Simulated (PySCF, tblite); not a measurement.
# CH₇FN+, a complex of two parts: NMR shifts, interaction energy, spin-spin couplings and electronic excitations, part 3 of 3

tblite 0.8.0 and PySCF 2.14.0. Atoms count from 0, parts from 1.

## 7. Indirect couplings: B3LYP/pcJ-1

The job: settings as JSON, then the geometry in Å.

```
{"job": {"kind": "j", "xc": "B3LYP", "basis": "pcJ-1"}, "charge": 1, "multiplicity": 1, "parts": [{"atoms": "0-7", "charge": 1, "multiplicity": 1}, {"atoms": "8-9", "charge": 0, "multiplicity": 1}]}
C      0.742309    -0.005743    -0.100422
N     -0.722086     0.253448    -0.019658
H      0.915218    -1.075953     0.049444
H      1.241402     0.568828     0.686007
H      1.104509     0.303666    -1.085741
H     -1.239831    -0.273537    -0.729855
H     -0.939733     1.244790    -0.161024
H     -1.103403    -0.016861     0.900640
F     -1.555003    -0.546163     2.530854
H     -1.969959    -0.786201     3.322931
```

With the program's defaults for keys left out, this is: B3LYP/pcJ-1 indirect spin-spin coupling, non-relativistic, gas phase.

The log of the run:

```text
coarse grid: 7576 points
cycle   1  E = -196.6293212796  dE =  2.257e-01  |g| = 5.108e-01  |ddm| = 1.880e+00
cycle   2  E = -196.6085780620  dE =  2.074e-02  |g| = 6.816e-01  |ddm| = 6.084e-01
cycle   3  E = -196.6715623151  dE = -6.298e-02  |g| = 3.141e-02  |ddm| = 3.121e-01
cycle   4  E = -196.6717084324  dE = -1.461e-04  |g| = 1.184e-02  |ddm| = 2.613e-02
cycle   5  E = -196.6717349139  dE = -2.648e-05  |g| = 4.473e-03  |ddm| = 8.895e-03
cycle   6  E = -196.6717393817  dE = -4.468e-06  |g| = 4.247e-04  |ddm| = 2.594e-03
final grid: 71408 points
cycle   7  E = -196.6911499829  dE = -8.169e-05  |g| = 6.233e-03  |ddm| = 1.206e-02
cycle   8  E = -196.6911465205  dE =  3.462e-06  |g| = 7.499e-03  |ddm| = 6.885e-03
cycle   9  E = -196.6911578156  dE = -1.130e-05  |g| = 4.665e-04  |ddm| = 3.761e-03
cycle  10  E = -196.6911578363  dE = -2.067e-08  |g| = 3.029e-04  |ddm| = 3.648e-04
cycle  11  E = -196.6911578551  dE = -1.881e-08  |g| = 3.112e-05  |ddm| = 1.618e-04
cycle  12  E = -196.6911578553  dE = -1.664e-10  |g| = 6.880e-06  |ddm| = 1.649e-05
converged SCF energy = -196.6911578553

Indirect spin-spin couplings (Hz)
  i      j    bonds     total        FC       PSO       DSO        SD
  0 C    1 N    1     -4.526    -2.796    -0.673    -0.057    -1.000
  0 C    2 H    1    156.773   155.671     0.352     0.513     0.237
  0 C    3 H    1    156.827   155.725     0.351     0.514     0.237
  0 C    4 H    1    156.365   155.259     0.371     0.500     0.234
  0 C    5 H    2     -2.625    -2.790     0.691    -0.530     0.004
  0 C    6 H    2     -2.620    -2.785     0.691    -0.530     0.004
  0 C    7 H    2     -2.739    -2.881     0.577    -0.422    -0.014
  0 C    8 F   99     -1.447    -1.439     0.106    -0.021    -0.093
  1 N    2 H    2     -0.103    -0.025    -0.220     0.116     0.026
  1 N    3 H    2     -0.115    -0.037    -0.220     0.116     0.026
  1 N    4 H    2      0.266     0.321    -0.209     0.126     0.028
  1 N    5 H    1    -78.039   -76.126    -1.726    -0.202     0.014
  1 N    6 H    1    -78.101   -76.189    -1.725    -0.202     0.014
  1 N    7 H    1    -80.214   -78.689    -1.223    -0.260    -0.042
  1 N    8 F   99    -34.545   -35.000     0.779    -0.044    -0.280
  1 N    9 H   99     -1.874    -1.866    -0.208     0.244    -0.045
  2 H    3 H    2    -14.521   -14.468     2.934    -2.987         -
  2 H    4 H    2    -13.938   -13.876     2.996    -3.058         -
  2 H    5 H    3      3.115     3.312     0.800    -0.997         -
  2 H    6 H    3     16.833    16.929     3.695    -3.791         -
  2 H    7 H    3      2.904     3.031     0.556    -0.682         -
  2 H    9 H   99     -0.152     0.014     1.289    -1.455         -
  3 H    5 H    3     16.840    16.936     3.694    -3.791         -
  3 H    6 H    3      2.885     3.085     0.837    -1.037         -
  3 H    7 H    3      3.127     3.250     0.521    -0.644         -
  3 H    9 H   99     -0.151     0.016     1.309    -1.476         -
  4 H    5 H    3      2.854     3.068     0.872    -1.086         -
  4 H    6 H    3      3.077     3.289     0.836    -1.047         -
  4 H    7 H    3     15.709    15.745     3.500    -3.536         -
  4 H    8 F   99      3.924     4.168     0.796    -0.973    -0.066
  5 H    6 H    2    -14.718   -14.662     4.535    -4.591         -
  5 H    7 H    2    -14.774   -14.793     4.083    -4.064         -
  5 H    8 F   99     -4.111    -4.027     0.486    -0.534    -0.035
  5 H    9 H   99     -0.390    -0.177     1.946    -2.159         -
  6 H    7 H    2    -14.709   -14.729     4.095    -4.075         -
  6 H    8 F   99     -4.070    -3.977     0.501    -0.539    -0.055
  6 H    9 H   99     -0.393    -0.180     1.974    -2.187         -
  7 H    8 F   99    -66.643   -66.673    -2.236     3.716    -1.450
  7 H    9 H   99     -2.543    -2.440     4.073    -4.176         -
  8 F    9 H    1    530.265   356.130   180.949     0.628    -7.442

== part 1 alone, relaxed ==
coarse grid: 5872 points
cycle   1  E = -96.2029115908  dE =  2.547e-01  |g| = 2.098e-01  |ddm| = 1.747e+00
cycle   2  E = -96.2084044610  dE = -5.493e-03  |g| = 1.766e-01  |ddm| = 3.622e-01
cycle   3  E = -96.2148793978  dE = -6.475e-03  |g| = 5.328e-02  |ddm| = 1.222e-01
cycle   4  E = -96.2153734744  dE = -4.941e-04  |g| = 8.394e-03  |ddm| = 2.347e-02
cycle   5  E = -96.2153850443  dE = -1.157e-05  |g| = 3.915e-03  |ddm| = 6.401e-03
cycle   6  E = -96.2153884403  dE = -3.396e-06  |g| = 2.107e-04  |ddm| = 2.223e-03
final grid: 54432 points
cycle   7  E = -96.2268918813  dE = -3.799e-05  |g| = 5.545e-03  |ddm| = 1.018e-02
cycle   8  E = -96.2268889125  dE =  2.969e-06  |g| = 6.810e-03  |ddm| = 6.461e-03
cycle   9  E = -96.2268987575  dE = -9.845e-06  |g| = 4.068e-04  |ddm| = 3.453e-03
cycle  10  E = -96.2268987754  dE = -1.799e-08  |g| = 2.783e-04  |ddm| = 3.396e-04
cycle  11  E = -96.2268987910  dE = -1.552e-08  |g| = 2.162e-05  |ddm| = 1.392e-04
cycle  12  E = -96.2268987910  dE = -8.288e-11  |g| = 1.501e-06  |ddm| = 1.118e-05
converged SCF energy = -96.2268987910

Indirect spin-spin couplings (Hz)
  i      j    bonds     total        FC       PSO       DSO        SD
  0 C    1 N    1     -3.901    -2.181    -0.671    -0.051    -0.998
  0 C    2 H    1    158.385   157.339     0.330     0.468     0.247
  0 C    3 H    1    158.370   157.324     0.330     0.468     0.247
  0 C    4 H    1    158.380   157.333     0.330     0.468     0.247
  0 C    5 H    2     -2.561    -2.711     0.711    -0.561    -0.001
  0 C    6 H    2     -2.561    -2.710     0.711    -0.561    -0.001
  0 C    7 H    2     -2.561    -2.711     0.711    -0.561    -0.001
  1 N    2 H    2     -0.046     0.012    -0.220     0.135     0.026
  1 N    3 H    2     -0.050     0.008    -0.220     0.135     0.026
  1 N    4 H    2     -0.050     0.008    -0.220     0.135     0.026
  1 N    5 H    1    -79.309   -77.497    -1.640    -0.168    -0.004
  1 N    6 H    1    -79.311   -77.499    -1.640    -0.168    -0.004
  1 N    7 H    1    -79.308   -77.497    -1.640    -0.168    -0.004
  2 H    3 H    2    -13.987   -14.186     3.061    -3.147     0.286
  2 H    4 H    2    -13.984   -14.183     3.061    -3.148     0.286
  2 H    5 H    3      2.954     3.109     0.912    -1.144     0.076
  2 H    6 H    3     16.671    16.769     3.750    -3.874     0.025
  2 H    7 H    3      3.033     3.186     0.900    -1.130     0.078
  3 H    5 H    3     16.668    16.766     3.750    -3.874     0.025
  3 H    6 H    3      3.033     3.186     0.900    -1.130     0.078
  3 H    7 H    3      2.957     3.113     0.912    -1.144     0.076
  4 H    5 H    3      3.036     3.188     0.900    -1.131     0.078
  4 H    6 H    3      2.954     3.110     0.912    -1.144     0.076
  4 H    7 H    3     16.668    16.766     3.750    -3.874     0.025
  5 H    6 H    2    -14.386   -14.854     4.623    -4.755     0.600
  5 H    7 H    2    -14.389   -14.857     4.623    -4.754     0.600
  6 H    7 H    2    -14.388   -14.856     4.623    -4.755     0.600

== part 2 alone, relaxed ==
coarse grid: 1712 points
cycle   1  E = -100.3929306862  dE = -3.061e-02  |g| = 5.287e-01  |ddm| = 6.932e-01
cycle   2  E = -100.3654722403  dE =  2.746e-02  |g| = 7.301e-01  |ddm| = 5.188e-01
cycle   3  E = -100.4352372390  dE = -6.976e-02  |g| = 2.142e-02  |ddm| = 2.797e-01
cycle   4  E = -100.4353015961  dE = -6.436e-05  |g| = 4.180e-03  |ddm| = 1.049e-02
cycle   5  E = -100.4353035827  dE = -1.987e-06  |g| = 7.833e-05  |ddm| = 1.448e-03
final grid: 16976 points
cycle   6  E = -100.4417512294  dE = -4.258e-05  |g| = 2.845e-03  |ddm| = 5.225e-03
cycle   7  E = -100.4417506324  dE =  5.970e-07  |g| = 3.539e-03  |ddm| = 2.364e-03
cycle   8  E = -100.4417521979  dE = -1.565e-06  |g| = 1.311e-04  |ddm| = 1.324e-03
cycle   9  E = -100.4417521996  dE = -1.727e-09  |g| = 9.250e-06  |ddm| = 4.457e-05
cycle  10  E = -100.4417521996  dE = -1.249e-11  |g| = 6.638e-07  |ddm| = 4.938e-06
converged SCF energy = -100.4417521996

Indirect spin-spin couplings (Hz)
  i      j    bonds     total        FC       PSO       DSO        SD
  0 F    1 H    1    365.071   153.468   218.340     0.320    -7.057
```

It took 15 s on 1 thread of Arm Neoverse V1, shared host; peak memory 0.66 GiB.

Beyond four bonds or across contacts, the largest of 1 Hz or more: H7–F8 -66.6 Hz, N1–F8 -34.5 Hz, H5–F8 -4.1 Hz, H6–F8 -4.1 Hz.

A choice of the couplings up to four bonds, sorted by the number of bonds, with means over like pairs; isotopes 13C, 19F, 1H, 15N:

```
 pair  bonds  J (Hz)  Fermi contact (Hz)  dihedral (°)
F8–H9      1   530.3               356.1             –
C0–H2      1   156.8               155.7             –
C0–H4      1   156.4               155.3             –
N1–H7      1   -80.2               -78.7             –
N1–H5      1   -78.1               -76.2             –
C0–N1      1    -4.5                -2.8             –
H5–H7      2   -14.7               -14.8             –
H5–H6      2   -14.7               -14.7             –
H2–H3      2   -14.5               -14.5             –
H2–H4      2   -13.9               -13.9             –
C0–H7      2    -2.7                -2.9             –
C0–H5      2    -2.6                -2.8             –
H4–H7      3    15.7                15.7          -179
H2–H5      3     9.9                10.1             –
H2–H7      3     3.0                 3.1            60
H4–H5      3     3.0                 3.2            61
```

Means hide unlike values in this fixed geometry: H2–H5 from 2.9 to 16.8 Hz. They hold only if the pairs exchange fast.

The spin-dipole term was solved for some atoms only; pairs without it lack that part.

Quadrupole couplings from the field gradients of the same density:

```
atom  isotope  eQq/h (MHz)     η
  N1      14N       -0.620  0.33
```

Against the parts alone, each relaxed by itself:

```
 pair  alone (Hz)  in the cluster  change (Hz)
F8–H9       365.1           530.3       +165.2
C0–H4       158.4           156.4         -2.0
C0–H2       158.4           156.8         -1.6
C0–H3       158.4           156.8         -1.5
N1–H5       -79.3           -78.0         +1.3
N1–H6       -79.3           -78.1         +1.2
```

## 8. Ultraviolet spectrum: CAM-B3LYP/def2-SVPD

The job, as its differences from that of step 7:

```diff
@@ -1,2 +1,2 @@
-{"job": {"kind": "j", "xc": "B3LYP", "basis": "pcJ-1"}, "charge": 1, "multiplicity": 1, "parts": [{"atoms": "0-7", "charge": 1, "multiplicity": 1}, {"atoms": "8-9", "charge": 0, "multiplicity": 1}]}
+{"job": {"kind": "uv", "xc": "CAM-B3LYP", "basis": "def2-SVPD", "nstates": 6, "ntriplets": 2}, "charge": 1, "multiplicity": 1, "parts": [{"atoms": "0-7", "charge": 1, "multiplicity": 1}, {"atoms": "8-9", "charge": 0, "multiplicity": 1}]}
 C      0.742309    -0.005743    -0.100422
```

Method: TDDFT CAM-B3LYP/def2-SVPD, vertical, gas phase, core orbitals frozen in the response.

The log of the run:

```text
coarse grid: 7576 points
cycle   1  E = -196.4042061322  dE =  2.489e-01  |g| = 4.407e-01  |ddm| = 3.376e+00
cycle   2  E = -196.4078090386  dE = -3.603e-03  |g| = 4.842e-01  |ddm| = 6.957e-01
cycle   3  E = -196.4445544778  dE = -3.675e-02  |g| = 3.623e-02  |ddm| = 2.942e-01
cycle   4  E = -196.4447537788  dE = -1.993e-04  |g| = 1.216e-02  |ddm| = 7.416e-02
cycle   5  E = -196.4447788817  dE = -2.510e-05  |g| = 4.602e-03  |ddm| = 1.580e-02
cycle   6  E = -196.4447829805  dE = -4.099e-06  |g| = 5.256e-04  |ddm| = 5.377e-03
final grid: 71408 points
cycle   7  E = -196.4663078640  dE = -3.056e-05  |g| = 3.339e-03  |ddm| = 3.046e-02
cycle   8  E = -196.4663086316  dE = -7.676e-07  |g| = 2.893e-03  |ddm| = 6.533e-03
cycle   9  E = -196.4663104012  dE = -1.770e-06  |g| = 2.542e-04  |ddm| = 2.850e-03
cycle  10  E = -196.4663104113  dE = -1.012e-08  |g| = 1.415e-04  |ddm| = 3.422e-04
cycle  11  E = -196.4663104153  dE = -3.990e-09  |g| = 2.202e-05  |ddm| = 1.404e-04
cycle  12  E = -196.4663104154  dE = -9.840e-11  |g| = 7.366e-06  |ddm| = 2.678e-05
converged SCF energy = -196.4663104154

Static polarisability (au): isotropic 25.798, principal 23.473 25.314 28.605

Singlet excitations
state   eV       nm        f      main configurations
  1  10.7133    115.7   0.00718   H->L 0.91
  2  10.8063    114.7   0.00640   H-1->L 0.94
  3  10.9337    113.4   0.03103   H-2->L+1 0.50, H-2->L 0.48
  4  10.9637    113.1   0.03140   H-3->L 0.49, H-3->L+1 0.40, H->L+1 0.09
  5  12.2085    101.6   0.00091   H-2->L 0.46, H-2->L+1 0.43
  6  12.2133    101.5   0.00398   H-3->L 0.45, H-3->L+1 0.35

Triplet excitations (Tamm-Dancoff, eV): 10.3757 10.4366

== part 1 alone, relaxed ==
coarse grid: 5872 points
cycle   1  E = -96.0630100390  dE =  3.176e-01  |g| = 2.397e-01  |ddm| = 3.073e+00
cycle   2  E = -96.0747048447  dE = -1.169e-02  |g| = 1.997e-01  |ddm| = 4.566e-01
cycle   3  E = -96.0826000649  dE = -7.895e-03  |g| = 3.221e-02  |ddm| = 1.766e-01
cycle   4  E = -96.0828071630  dE = -2.071e-04  |g| = 3.772e-03  |ddm| = 5.774e-02
cycle   5  E = -96.0828104411  dE = -3.278e-06  |g| = 1.711e-03  |ddm| = 1.088e-02
final grid: 54432 points
cycle   6  E = -96.0944859198  dE = -1.855e-05  |g| = 3.961e-03  |ddm| = 2.730e-02
cycle   7  E = -96.0944870760  dE = -1.156e-06  |g| = 3.407e-03  |ddm| = 8.388e-03
cycle   8  E = -96.0944897517  dE = -2.676e-06  |g| = 1.929e-04  |ddm| = 3.489e-03
cycle   9  E = -96.0944897574  dE = -5.688e-09  |g| = 1.237e-04  |ddm| = 2.883e-04
cycle  10  E = -96.0944897606  dE = -3.218e-09  |g| = 1.156e-05  |ddm| = 1.118e-04
cycle  11  E = -96.0944897607  dE = -3.871e-11  |g| = 1.593e-06  |ddm| = 1.880e-05
converged SCF energy = -96.0944897607

Static polarisability (au): isotropic 20.046, principal 19.168 19.168 21.802

Singlet excitations
state   eV       nm        f      main configurations
  1  10.6634    116.3   0.00628   H->L 0.65, H-1->L 0.31
  2  10.6635    116.3   0.00628   H-1->L 0.65, H->L 0.31
  3  12.4180     99.8   0.08431   H->L+1 0.82, H-1->L+1 0.10
  4  12.4181     99.8   0.08430   H-1->L+1 0.82, H->L+1 0.10
  5  12.5894     98.5   0.00000   H->L+2 0.47, H-1->L+3 0.47
  6  12.6836     97.8   0.01329   H-1->L+3 0.43, H->L+2 0.43

Triplet excitations (Tamm-Dancoff, eV): 10.3553 10.3554

== part 2 alone, relaxed ==
coarse grid: 1712 points
cycle   1  E = -100.3097181245  dE = -7.938e-02  |g| = 4.323e-01  |ddm| = 9.646e-01
cycle   2  E = -100.3005756422  dE =  9.142e-03  |g| = 5.296e-01  |ddm| = 5.321e-01
cycle   3  E = -100.3430496553  dE = -4.247e-02  |g| = 2.562e-02  |ddm| = 2.652e-01
cycle   4  E = -100.3431398753  dE = -9.022e-05  |g| = 2.784e-03  |ddm| = 1.656e-02
cycle   5  E = -100.3431413100  dE = -1.435e-06  |g| = 2.940e-04  |ddm| = 3.465e-03
final grid: 16976 points
cycle   6  E = -100.3516268306  dE = -9.844e-06  |g| = 1.603e-03  |ddm| = 6.435e-03
cycle   7  E = -100.3516268216  dE =  8.973e-09  |g| = 1.794e-03  |ddm| = 1.554e-03
cycle   8  E = -100.3516273047  dE = -4.831e-07  |g| = 9.947e-05  |ddm| = 9.361e-04
cycle   9  E = -100.3516273083  dE = -3.528e-09  |g| = 1.573e-05  |ddm| = 9.380e-05
cycle  10  E = -100.3516273084  dE = -1.019e-10  |g| = 2.705e-06  |ddm| = 2.022e-05
converged SCF energy = -100.3516273084

Static polarisability (au): isotropic 5.534, principal 5.071 5.071 6.459

Singlet excitations
state   eV       nm        f      main configurations
  1  10.1168    122.6   0.03175   H->L 0.83, H-1->L 0.16
  2  10.1168    122.6   0.03175   H-1->L 0.83, H->L 0.16
  3  13.9705     88.7   0.13326   H-2->L 0.81, H->L+3 0.08, H-1->L+2 0.08
  4  14.0456     88.3   0.00000   H->L+2 0.49, H-1->L+3 0.49
  5  14.1217     87.8   0.00000   H->L+3 0.33, H-1->L+2 0.33, H-1->L+3 0.17
  6  14.1218     87.8   0.00000   H-1->L+3 0.33, H->L+2 0.33, H-1->L+2 0.17

Triplet excitations (Tamm-Dancoff, eV): 9.6060 9.6060
```

Run time: 12 s. Hardware: 1 thread of Arm Neoverse V1, shared host; peak memory 0.56 GiB.

Frontier orbitals and where they lie:

```
orbital      eV                      atoms
 HOMO−3  -18.67            F8 86 %, H9 5 %
 HOMO−2  -18.63            F8 94 %, H9 5 %
 HOMO−1  -18.32  C0 46 %, H2 18 %, H3 18 %
   HOMO  -18.25  C0 41 %, H4 21 %, N1 10 %
   LUMO   -4.02  N1 19 %, H5 17 %, H6 17 %
 LUMO+1   -2.80   F8 43 %, H9 28 %, H7 6 %
 LUMO+2   -2.38  C0 26 %, H3 13 %, H2 13 %
```

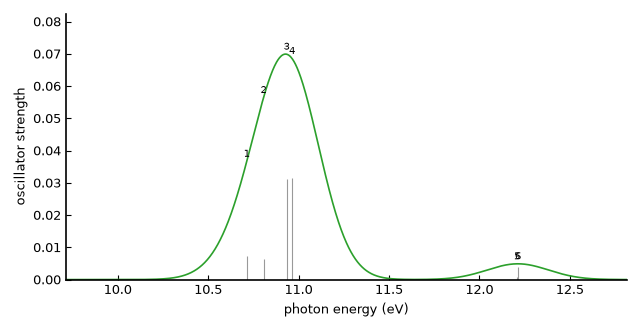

Absorption spectrum from the 6 singlet states computed; above the last one it falls off for lack of states. Lines are broadened to a width of 0.40 eV (Gaussian).

Ground-state properties from the same run:

```
           property  computed
polarisability (Å³)      3.82
 HOMO–LUMO gap (eV)     14.23
      −ε(HOMO) (eV)     18.25
```

What binding changes (parts relaxed alone, same level, their own basis):

```
part  S1 alone (eV)      f  α alone (Å³)
   1          10.66  0.006          2.97
   2          10.12  0.032          0.82
```

## 9. Comparing the runs

Energies in kcal/mol, with wall time:

```
                    run  counterpoise  BSSE  electrostatic  Pauli  orbital  dispersion  time
wB97M-D3(BJ)/def2-TZVPD        -10.98  0.08         -11.67   6.45    -5.19       -0.64  41 s
 PBE0-D3(BJ)/def2-TZVPD        -11.29  0.08         -11.66   6.02    -5.30       -0.43  16 s
```

## 10. Outcome

What follows sums up all 3 parts.

| quantity | value |
| --- | --- |
| binding energy (GFN2-xTB) | -15.01 kcal/mol (rough: tight binding is poor for bare ions) |
| point group | Cs |
| rotational constants (main isotopes) | 25.69, 3.83, 3.47 GHz |
| shieldings of C, H, N, F (PBE0/pcSseg-2, a mean where the table joins atoms) | C0 153.4, H7 24.4, H9 26.6, H5 27.1, H2 28.1, H4 28.1, N1 223.9, F8 409.2 ppm |
| largest proton shift on binding | H9, +2.61 ppm |
| interaction energy, counterpoise (wB97M-D3(BJ)/def2-TZVPD) | -10.98 kcal/mol |
| superposition error | 0.08 kcal/mol |
| binding energy (with deformation) | -10.92 kcal/mol |
| largest coupling of the table (B3LYP/pcJ-1) | $^{1}J$(F,H) F8–H9, 530.3 Hz |
| lowest singlet (CAM-B3LYP/def2-SVPD) | 10.71 eV (116 nm), f = 0.007 |
| brightest single state of those computed | state 4, 10.96 eV, f = 0.031 |
| lowest triplet | 10.38 eV |
| range of the interaction energy over the runs of this table | -11.29 to -10.98 kcal/mol |

In words: At its xTB geometry the search ends with the contact H7···F8 (hydrogen bond, 1.80 Å); 6 starts can't prove it the lowest minimum. A later relaxation moves these distances. The start of the PBE0/def2-SVPD relaxation was shaken at random by about 0.01 Å, so part of the energy gained, and of the first lengths quoted, undoes that. Over 7 steps the energy fell by 0.055 eV; of the close pairs, C0–H2 changed most, 1.056 to 1.094 Å. Hydrogens of an XH3 group are listed apart at this fixed geometry; free rotation makes them one line at their mean. At PBE0/pcSseg-2: The widest tensor belongs to F8: span 110 ppm, with a paramagnetic part of -58 ppm. On binding (GIAO PBE0/pcSseg-2 NMR shielding, non-relativistic, gas phase), H9 moves most among the protons, 2.61 ppm downfield. The attractive terms split as electrostatic 67 %, orbital 30 %, dispersion 4 %, against 6.45 kcal/mol of Pauli repulsion. In the run at B3LYP/pcJ-1, the largest coupling of the table is F8–H9, 530.3 Hz, of which the Fermi-contact term gives 356.1 Hz. The lowest singlet, at 10.71 eV, is HOMO→LUMO 0.91 and is weak; of the 6 states computed, the strongest absorption comes from states 3 to 4 together at 10.96 eV. The lowest triplet lies 0.34 eV below the lowest singlet (triplets in Tamm-Dancoff, singlets in full TDDFT). The interaction energy runs from -11.29 (PBE0-D3(BJ)/def2-TZVPD) to -10.98 kcal/mol (wB97M-D3(BJ)/def2-TZVPD).
